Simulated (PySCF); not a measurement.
# C$_{4}$H$_{8}$F$_{3}$N (SMILES CN(C)CC(F)(F)F): what the fields show

Input

```
{"job": {"kind": "sp", "xc": "wB97X", "basis": "ma-def2-TZVP", "d3": "d3bj", "grid": 2}, "charge": 0, "multiplicity": 1}
C     -1.371847    -0.969873    -0.038255
N     -0.633510     0.186148     0.400650
C     -0.884840     1.382560    -0.360360
C      0.701983    -0.027751     0.856497
C      1.750488    -0.385288    -0.186999
F      1.445321    -1.509908    -0.844727
F      2.940986    -0.571815     0.394516
F      1.897880     0.579972    -1.102668
H     -1.192384    -1.813389     0.645912
H     -2.451088    -0.745918    -0.015997
H     -1.121587    -1.311472    -1.063821
H     -1.964221     1.606293    -0.345217
H     -0.360706     2.236273     0.095902
H     -0.570131     1.325021    -1.422881
H      0.720670    -0.843055     1.599029
H      1.076328     0.878320     1.362181
```

Run with:

```sh
OMP_NUM_THREADS=1 python redox_run.py task.json out
```

Geometry: PBE0-D3(BJ)/def2-SVP.

All numbers below come from DFT single point, gas phase, functional wB97X in PySCF 2.14.0, density-fitted response routines.

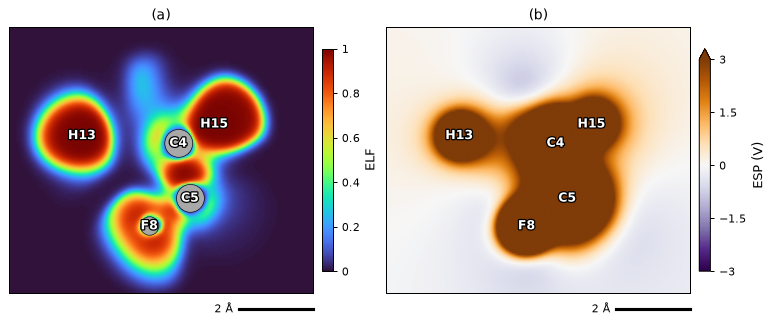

Figure 1. (a) ELF; (b) electrostatic potential on the plane of atoms C5, C4 and H15. Grey discs cover the atomic cores in the ELF map.

What do the fields say about this system?

Answer. Atoms in the plane: C, F and H. C–F (1.34 Å): the ELF peaks at about 0.85 between the atoms: a shared but strongly polarised pair. C–C (1.52 Å): the ELF peaks at about 1 between the atoms: a covalent bond. C–H (1.10 Å): the ELF climbs to about 1 towards the hydrogen, as it does in any bond to H: a covalent bond by its length. The ELF also peaks beside F8, away from the bonds: lone-pair regions. Outside the dense part of the molecule the potential is most negative (−0.7 V) near N2, which lies off the plane.

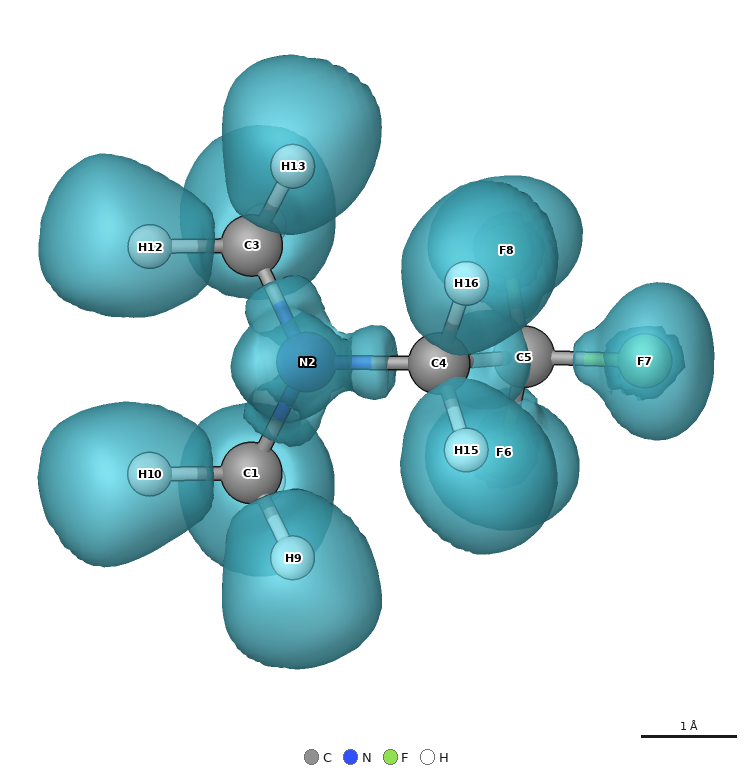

Figure 2. Isosurface of the ELF at 0.75 (cyan), seen across its widest extent. Only the valence region is drawn (cores and ρ < 0.01 e/Å³ removed).

Identify the bonds, lone pairs and shells in this picture.

Answer. The ELF exceeds this value in one region between bonded C–C atoms (shared pairs), eight regions around hydrogen nuclei, three regions on F in which the atom's valence shell and bonds are merged and one region on N in which the atom's valence shell and bonds are merged.


 C–N (1.43 Å): the ELF peaks at about 0.90 between the atoms; localised, covalent bonding.

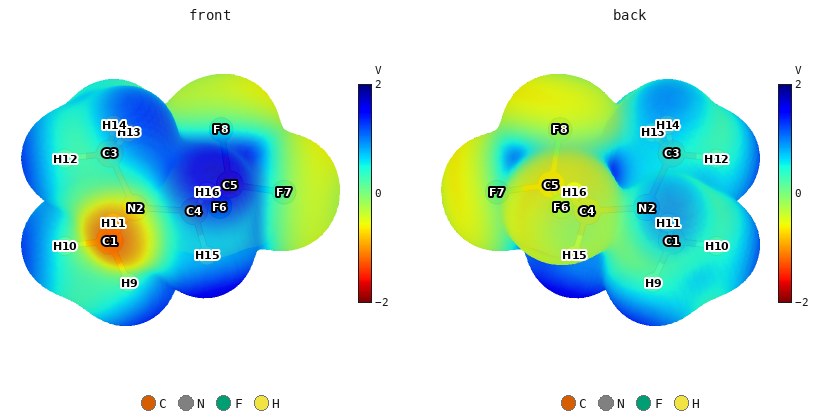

Figure 3. The molecular electrostatic potential painted on the density surface at 0.004 e/bohr³, seen from the front and from behind; the colour scale runs from red (negative) to blue (positive).

Which sites attract a positive test charge, and which a negative one?

Answer. A positive charge is drawn to the negative regions and a negative charge to the positive ones. The most negative region (about −1.1 V) lies over N2, the most positive (about +1.6 V) over H15 and H16. N2 is the likeliest acceptor of a hydrogen bond.

What dipole moment does the calculation give?

Answer. Its dipole moment is 1.86 D.
